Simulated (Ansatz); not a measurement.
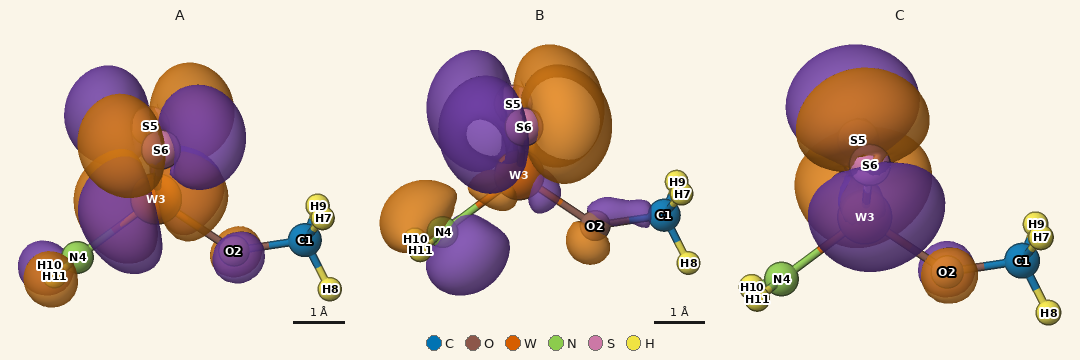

Figure 1: CH$_{5}$NOS$_{2}$W (SMILES C[O][W]([NH2])(=[S])=[S]). Three frontier orbitals at ±0.08 Å⁻³ᐟ² (orange and purple are the two phases), in no order.

Geometry: PBE0-D4/def2-TZVP; core potentials replace the inner electrons of W.

Computed with RKS PBE0-D4/def2-TZVPP (Ansatz 0.2.0).

Input file:

```
crystal:
  periodic: [false, false, false]
  atoms:
    - {symbol: C, position_ang: [-0.831239, -0.632185, 1.891071]}
    - {symbol: O, position_ang: [-0.353551, -0.610237, 0.569711]}
    - {symbol: W, position_ang: [0.377899, 0.627065, -0.600003]}
    - {symbol: N, position_ang: [0.741775, -0.232186, -2.284764]}
    - {symbol: S, position_ang: [2.197288, 1.367372, 0.226576]}
    - {symbol: S, position_ang: [-1.021493, 2.206768, -0.895597]}
    - {symbol: H, position_ang: [-1.664614, 0.067545, 2.002204]}
    - {symbol: H, position_ang: [-1.174016, -1.643699, 2.117801]}
    - {symbol: H, position_ang: [-0.032570, -0.355118, 2.585199]}
    - {symbol: H, position_ang: [1.647663, -0.596917, -2.538995]}
    - {symbol: H, position_ang: [0.112858, -0.198418, -3.073213]}
basis:
  gaussian: {orbitals: def2-TZVPP}
hamiltonian: {xc: pbe0, dispersion: d4}
output: {orbitals: {seedname: orbitals}}
```

Run with:

```sh
ansatz run in.yaml --threads 8 --pin off --events-out ev --progress --plain --max-ram 18278MiB
```

### Order the three orbitals by energy and name them.

B is the HOMO−1 (−7.74 eV). It lies mainly on S6 (about 35 %), S5 (about 35 %), W3 (about 15 %) and N4 (about 15 %); largely a combination of lone pairs on S6, S5 and N4. C is the HOMO (−6.94 eV). Its weight (Hirshfeld) is mainly on S6 (about 45 %), S5 (about 45 %) and W3 (about 10 %); largely a combination of lone pairs on S6 and S5. A is the LUMO (−2.29 eV). Its weight (Hirshfeld) is mainly on W3 (about 50 %), S5 (about 20 %) and S6 (about 20 %).

### What is the HOMO–LUMO gap?

4.65 eV between the orbital energies.
